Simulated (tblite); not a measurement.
# Geometry relaxation, with input and output: C3H11NPSi (part 3 of 3)

The same run, continued: C3H11NPSi, multiplicity 2; GFN2-xTB geometry optimisation, gas phase (tblite 0.8.0). It belongs to a series of runs on one base structure; here: H removed from sp3 C.

Geometry of the input (Å):
```
C  -2.1500  -0.7830  0.4690
C  -1.9192  0.2164  -0.6374
C  -0.5710  0.8665  -0.5940
N  0.2943  0.4903  0.4500
Si 1.9951  0.9220  0.1871
P  3.1915  -0.8948  0.5396
H  -3.1736  -1.2236  0.4304
H  -2.0851  -0.2752  1.4601
H  -1.4595  -1.6421  0.4842
H  -2.6808  1.0358  -0.5144
H  -2.1720  -0.2559  -1.6176
H  -0.5348  1.9023  -0.9301
H  0.2521  -0.5487  0.6160
H  2.4828  1.9596  1.1074
H  2.1736  1.4229  -1.1941
H  4.0842  -1.1582  -0.5604
H  2.2655  -2.0222  0.5931
```

**Trajectory as extended XYZ, continued**
```
17
Properties=species:S:1:pos:R:3:forces:R:3 step=163 energy=-521.30668
C    -2.3390   -0.4583    0.8537    0.0230  -0.0060  -0.0120
C    -2.1027    0.2392   -0.4986    0.0420   0.0050   0.0050
C    -0.7355    0.8067   -0.6175    0.0130  -0.1140   0.0320
N     0.3653    0.0085   -0.4549    0.0190   0.1200   0.0150
Si    1.9906    0.5302   -0.2089   -0.0090   0.0140  -0.0170
P     3.0617   -1.3747    0.2748    0.0730   0.0290  -0.0350
H    -3.3764   -0.7711    0.9347   -0.0210  -0.0200   0.0180
H    -2.1099    0.2192    1.6734   -0.0270   0.0060  -0.0210
H    -1.7048   -1.3377    0.9515   -0.0220   0.0350   0.0030
H    -2.8275    1.0445   -0.6189   -0.0040   0.0030  -0.0110
H    -2.2828   -0.4928   -1.2953   -0.0040  -0.0370   0.0000
H    -0.5633    1.8611   -0.5417    0.0330   0.0670   0.0110
H     0.1553   -0.9786   -0.4984   -0.0050  -0.0420   0.0100
H     2.0498    1.5258    0.8786   -0.0030  -0.0370  -0.0470
H     2.5524    1.1678   -1.4178   -0.0150   0.0160   0.0380
H     3.6991   -0.8761    1.3966   -0.0350  -0.0160  -0.0250
H     4.1608   -1.1018   -0.5222   -0.0600  -0.0230   0.0340
17
Properties=species:S:1:pos:R:3:forces:R:3 step=171 energy=-521.31464
C    -2.3065   -0.3733    0.9090   -0.0060   0.0180  -0.0320
C    -2.1046    0.1968   -0.5076   -0.0110  -0.0130   0.0000
C    -0.7468    0.7776   -0.6724   -0.0180  -0.0280  -0.0350
N     0.3638   -0.0120   -0.5518    0.0180  -0.0330  -0.0050
Si    1.9711    0.5083   -0.2122    0.0030   0.0330   0.0190
P     3.0815   -1.4030    0.1387   -0.0110   0.0180   0.0080
H    -3.3199   -0.7461    1.0371   -0.0060   0.0010  -0.0270
H    -2.1217    0.4016    1.6481   -0.0110  -0.0010   0.0310
H    -1.6106   -1.1897    1.0823    0.0050  -0.0170   0.0560
H    -2.8501    0.9722   -0.6915    0.0290  -0.0160  -0.0220
H    -2.2758   -0.6143   -1.2282    0.0630   0.0550   0.0290
H    -0.5706    1.8275   -0.5434   -0.0450   0.0590   0.0210
H     0.1684   -0.9966   -0.6674   -0.0010  -0.0560   0.0220
H     1.9786    1.4035    0.9572   -0.0020   0.0040   0.0090
H     2.5454    1.2750   -1.3327    0.0110   0.0010  -0.0220
H     3.5464   -1.0439    1.3918   -0.0220  -0.0190  -0.0470
H     4.2443   -0.9717   -0.4680    0.0030  -0.0060  -0.0040
17
Properties=species:S:1:pos:R:3:forces:R:3 step=179 energy=-521.32488
C    -2.2893   -0.2826    0.9595    0.0150   0.0070   0.0190
C    -2.0822    0.1285   -0.5112   -0.0130   0.0140   0.0170
C    -0.7522    0.7521   -0.7232    0.0000   0.0170   0.0220
N     0.3811   -0.0087   -0.6217   -0.0030   0.0670  -0.0150
Si    1.9616    0.5264   -0.1895    0.0010  -0.0120  -0.0270
P     3.0853   -1.4041   -0.0483    0.0220   0.0330   0.0030
H    -3.2819   -0.7039    1.1039    0.0130   0.0090  -0.0090
H    -2.1757    0.5829    1.6097   -0.0280  -0.0270  -0.0230
H    -1.5487   -1.0261    1.2484   -0.0250   0.0220   0.0050
H    -2.8633    0.8345   -0.7979    0.0120  -0.0140  -0.0090
H    -2.1826   -0.7652   -1.1341   -0.0040  -0.0300  -0.0220
H    -0.6174    1.8068   -0.5695    0.0200   0.0110   0.0220
H     0.2096   -0.9949   -0.7584   -0.0070  -0.0740   0.0140
H     1.9310    1.2946    1.0656    0.0120   0.0200   0.0210
H     2.5363    1.4107   -1.2214   -0.0140  -0.0270   0.0130
H     3.3875   -1.2889    1.2970   -0.0050   0.0060  -0.0360
H     4.2940   -0.8501   -0.4201    0.0040  -0.0220   0.0070
17
Properties=species:S:1:pos:R:3:forces:R:3 step=187 energy=-521.32808
C    -2.3069   -0.2595    0.9659   -0.0030   0.0090  -0.0390
C    -2.0737    0.1007   -0.5131    0.0250   0.0150  -0.0400
C    -0.7535    0.7472   -0.7154    0.0490   0.0150   0.0090
N     0.3918    0.0037   -0.6227   -0.0040  -0.0320   0.0200
Si    1.9709    0.5377   -0.1779   -0.0430   0.0160  -0.0050
P     3.0943   -1.3947   -0.1236    0.0160  -0.0060  -0.0020
H    -3.2871   -0.7096    1.1003   -0.0150  -0.0100   0.0040
H    -2.2430    0.6364    1.5770   -0.0220   0.0140   0.0350
H    -1.5486   -0.9608    1.3047    0.0020  -0.0150   0.0200
H    -2.8612    0.7785   -0.8442   -0.0210  -0.0030  -0.0060
H    -2.1361   -0.8148   -1.1109   -0.0060  -0.0070   0.0190
H    -0.6335    1.8054   -0.5706    0.0060  -0.0110   0.0150
H     0.2256   -0.9913   -0.7111   -0.0120   0.0150  -0.0110
H     1.9696    1.2672    1.1032    0.0060   0.0030   0.0070
H     2.5156    1.4585   -1.1885    0.0070  -0.0060  -0.0230
H     3.3508   -1.3619    1.2337    0.0070  -0.0050   0.0070
H     4.3181   -0.8306   -0.4176    0.0100   0.0080  -0.0100
17
Properties=species:S:1:pos:R:3:forces:R:3 step=196 energy=-521.33365
C    -2.3633   -0.2582    0.9502   -0.0100  -0.0090  -0.0130
C    -2.0726    0.1109   -0.5167    0.0470  -0.0020  -0.0140
C    -0.7413    0.7497   -0.6636    0.0470  -0.0670   0.0270
N     0.3896   -0.0155   -0.5497    0.0040   0.0160  -0.0020
Si    1.9885    0.5245   -0.1913   -0.0690   0.0220  -0.0090
P     3.1440   -1.3863   -0.1302    0.0250  -0.0550  -0.0110
H    -3.3333   -0.7425    1.0329   -0.0040  -0.0060   0.0250
H    -2.3608    0.6352    1.5699   -0.0150  -0.0040  -0.0030
H    -1.5969   -0.9361    1.3231   -0.0520   0.0190  -0.0010
H    -2.8480    0.7862   -0.8824    0.0110   0.0010   0.0290
H    -2.1092   -0.8047   -1.1160   -0.0080  -0.0090  -0.0010
H    -0.6120    1.8001   -0.4840    0.0080   0.0250  -0.0080
H     0.2050   -1.0080   -0.6289    0.0220   0.0310  -0.0240
H     2.0223    1.2929    1.0656    0.0120   0.0140   0.0150
H     2.4989    1.4094   -1.2518    0.0020   0.0050  -0.0090
H     3.4318   -1.3444    1.2210   -0.0020   0.0190  -0.0050
H     4.3505   -0.8012   -0.4590   -0.0190  -0.0010   0.0050
17
Properties=species:S:1:pos:R:3:forces:R:3 step=204 energy=-521.33835
C    -2.4516   -0.2593    0.9428   -0.0010  -0.0070  -0.0070
C    -2.0559    0.1012   -0.5023   -0.0030  -0.0160  -0.0160
C    -0.7223    0.7421   -0.5816    0.0280  -0.0100   0.0050
N     0.4119   -0.0182   -0.4872   -0.0040   0.0120   0.0030
Si    2.0211    0.5290   -0.2012   -0.0130   0.0140  -0.0180
P     3.1872   -1.3790   -0.1674    0.0200   0.0030   0.0250
H    -3.4079   -0.7760    0.9563   -0.0340   0.0130  -0.0010
H    -2.5282    0.6386    1.5492   -0.0080   0.0270   0.0030
H    -1.7027   -0.9090    1.3883    0.0280  -0.0160   0.0010
H    -2.8088    0.7723   -0.9187   -0.0100   0.0080   0.0100
H    -2.0575   -0.8194   -1.0959    0.0080  -0.0010   0.0040
H    -0.5985    1.7993   -0.4350    0.0060  -0.0480   0.0140
H     0.2335   -1.0106   -0.5777    0.0030   0.0200  -0.0030
H     2.1125    1.3232    1.0374   -0.0050  -0.0020   0.0090
H     2.4883    1.3938   -1.2988    0.0090   0.0110  -0.0030
H     3.4891   -1.3418    1.1818   -0.0090   0.0060  -0.0190
H     4.3828   -0.7743   -0.5009   -0.0150  -0.0150  -0.0060
17
Properties=species:S:1:pos:R:3:forces:R:3 step=212 energy=-521.33989
C    -2.4710   -0.2553    0.9458    0.0100  -0.0080  -0.0010
C    -2.0519    0.0856   -0.4975    0.0040   0.0040  -0.0160
C    -0.7221    0.7374   -0.5621    0.0140  -0.0060   0.0010
N     0.4195   -0.0125   -0.4892    0.0110  -0.0100   0.0050
Si    2.0290    0.5387   -0.2118    0.0090  -0.0010   0.0020
P     3.1905   -1.3736   -0.1695   -0.0100  -0.0080  -0.0240
H    -3.4422   -0.7458    0.9556    0.0130   0.0120  -0.0070
H    -2.5304    0.6507    1.5441   -0.0040  -0.0030  -0.0120
H    -1.7396   -0.9191    1.4013   -0.0070  -0.0030   0.0060
H    -2.8022    0.7472   -0.9328   -0.0250   0.0270  -0.0040
H    -2.0375   -0.8396   -1.0835    0.0090  -0.0040   0.0260
H    -0.6064    1.7890   -0.3775   -0.0080  -0.0170   0.0110
H     0.2524   -1.0018   -0.6209    0.0050  -0.0050   0.0050
H     2.1162    1.3383    1.0237   -0.0120  -0.0090  -0.0040
H     2.5105    1.3941   -1.3118   -0.0040   0.0100   0.0040
H     3.4902   -1.3467    1.1792    0.0000   0.0300   0.0000
H     4.3879   -0.7744   -0.5041   -0.0040  -0.0110   0.0090
17
Properties=species:S:1:pos:R:3:forces:R:3 step=220 energy=-521.34107
C    -2.4946   -0.2498    0.9434   -0.0010  -0.0010  -0.0050
C    -2.0451    0.0795   -0.4934    0.0020  -0.0040  -0.0030
C    -0.7136    0.7283   -0.5357    0.0010  -0.0040   0.0000
N     0.4287   -0.0214   -0.4764    0.0040   0.0030  -0.0030
Si    2.0389    0.5405   -0.2279    0.0020  -0.0060   0.0050
P     3.1998   -1.3712   -0.1776   -0.0040   0.0010   0.0010
H    -3.4675   -0.7361    0.9344   -0.0020   0.0040   0.0010
H    -2.5644    0.6616    1.5316   -0.0010   0.0010   0.0050
H    -1.7770   -0.9134    1.4204    0.0000   0.0040  -0.0010
H    -2.7870    0.7401   -0.9475   -0.0030   0.0010   0.0010
H    -2.0192   -0.8508   -1.0695    0.0020  -0.0010   0.0010
H    -0.5999    1.7729   -0.3147   -0.0010   0.0040  -0.0010
H     0.2668   -1.0083   -0.6305   -0.0010  -0.0060  -0.0010
H     2.1220    1.3417    1.0062   -0.0020   0.0000   0.0010
H     2.5095    1.3994   -1.3300   -0.0010   0.0020   0.0040
H     3.4963   -1.3220    1.1713    0.0050   0.0040  -0.0010
H     4.3994   -0.7790   -0.5150    0.0010   0.0000  -0.0060
```

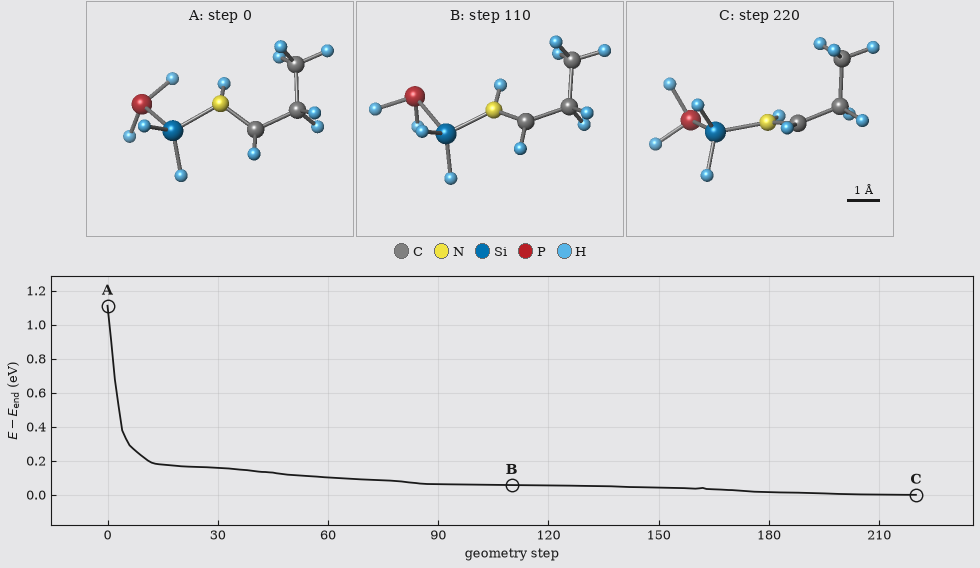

Frames of the relaxation (ball-and-stick view, seen at a tilt) above the curves, on which the letters mark them (steps are counted from 0).

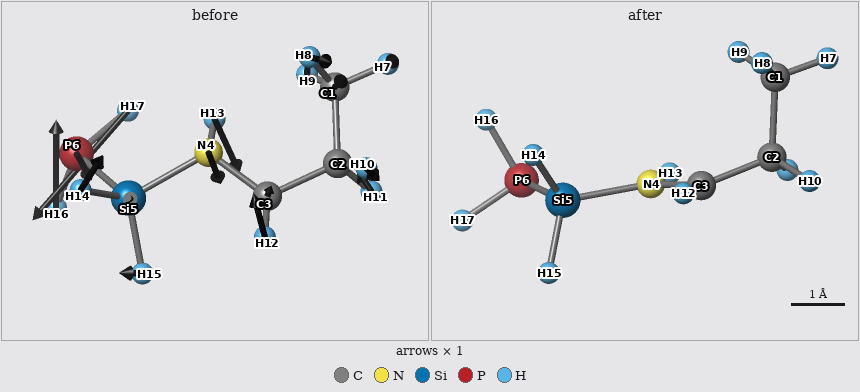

Before (left) and after (right) the relaxation, at one scale (ball-and-stick view, seen at a tilt). The black arrows give the displacements, at true length. The atom that moves furthest after the best rigid fit is H17 (2.80 Å). By element the largest moves are H 2.80 Å, N 1.00 Å, P 0.88 Å, C 0.58 Å, Si 0.38 Å. Distances before and after: P6–H17 1.460 → 1.380 Å, P6–H16 1.441 → 1.382 Å, N4–Si5 1.774 → 1.723 Å, N4–H13 1.053 → 1.012 Å. Among the angles that change: Si5–P6–H16 111.4° → 95.9°, H16–P6–H17 106.2° → 92.1°, C3–N4–Si5 114.5° → 127.4°. Over 220 geometry steps the energy falls by 1.111 eV. Largest force component: 1.4 eV/Å at the start, 0.006 eV/Å at the end. (Atoms are counted from 1 in the order of the input.)
